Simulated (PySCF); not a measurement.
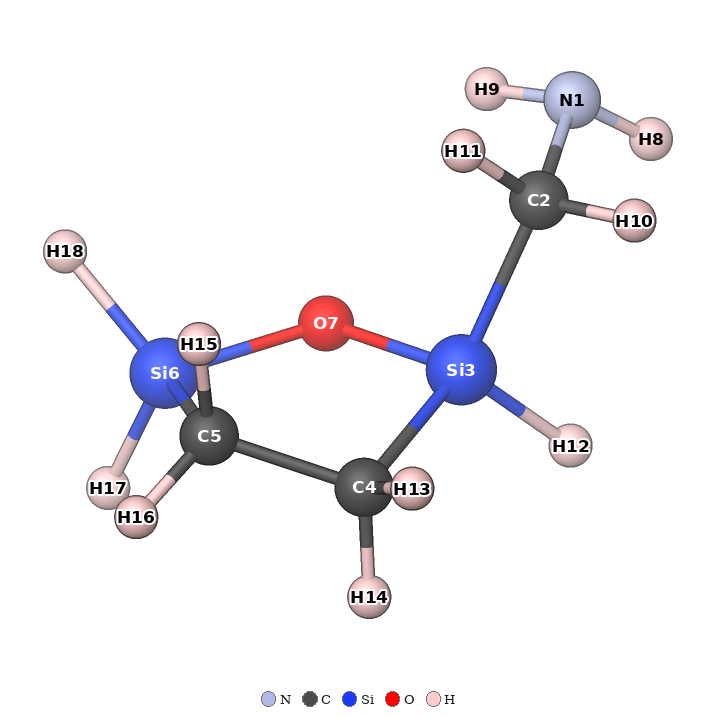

Depth is shown by fading: the farther an atom, the more it takes the colour of the background. Computed geometry: PBE0-D3(BJ)/def2-SVP optimisation. No frequency run is at hand to confirm it as a minimum.

Question: What is the conformation of the ring Si3–C4–C5–Si6–O7?

Answer: It is a twist (half-chair). The Cremer–Pople amplitude Q is 0.37 Å.

Question: Give the torsion angles round the ring, beginning with the bond from its second to its third atom.

Answer: 34°, −28°, 10°, 8°, −27°.
